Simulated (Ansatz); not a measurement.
Input file:

```
crystal:
  periodic: [false, false, false]
  atoms:
    - {symbol: O, position_ang: [0.148099, -0.661546, -2.682506]}
    - {symbol: O, position_ang: [-0.614279, -2.970463, -2.040732]}
    - {symbol: Si, position_ang: [-0.884938, -1.380300, -1.568426]}
    - {symbol: Sn, position_ang: [0.711157, -2.446749, -3.509152]}
    - {symbol: H, position_ang: [-0.470638, -1.124846, -0.157240]}
    - {symbol: H, position_ang: [-2.305972, -0.962915, -1.754893]}
basis:
  gaussian: {orbitals: def2-TZVPD}
hamiltonian: {xc: {name: PBE0}}
output: {forces: true, orbitals: {seedname: orbitals}}
```

Launched as:

```sh
ansatz run input.yaml --threads 2 --pin off --max-ram 4350MiB --events-out events.jsonl --progress --plain --runs-dir runs
```

Geometry: PBE0-D3(BJ)/def2-SVP; core potentials replace the inner electrons of Sn.

Method: Ansatz 0.2.0, isolated molecule in a Gaussian basis; Kohn-Sham density functional theory, functional PBE0.

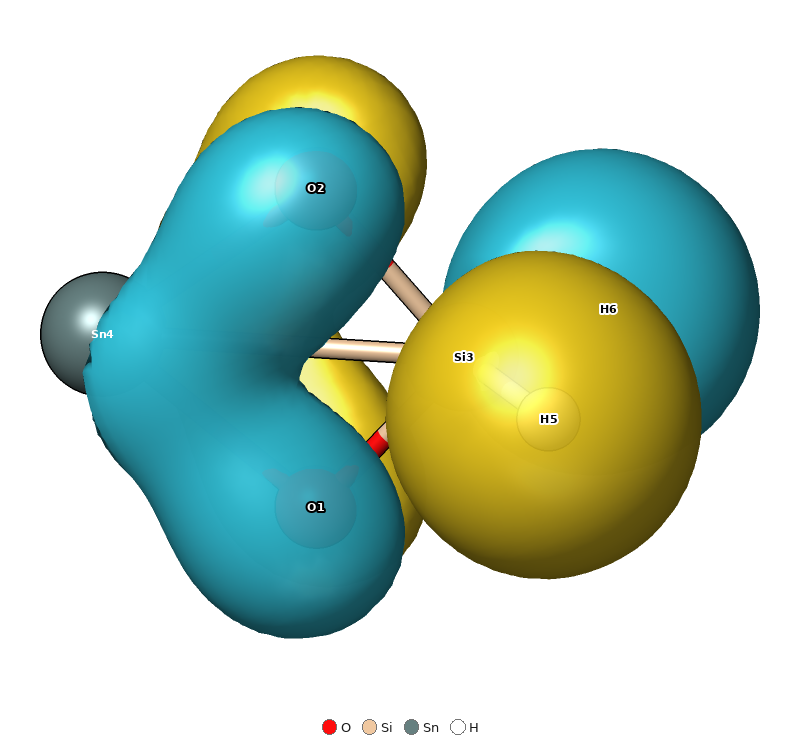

H2O2SiSn. The HOMO−1 at ±0.08 Å⁻³ᐟ² (yellow and cyan are the two phases), seen at a tilt.

Q: Where does this orbital lie, and at what energy?

A: It lies mainly on Si3 (about 25 %), H5 (about 20 %), H6 (about 20 %), O1 (about 15 %), O2 (about 15 %) and Sn4 (about 10 %). Its energy is −8.27 eV.
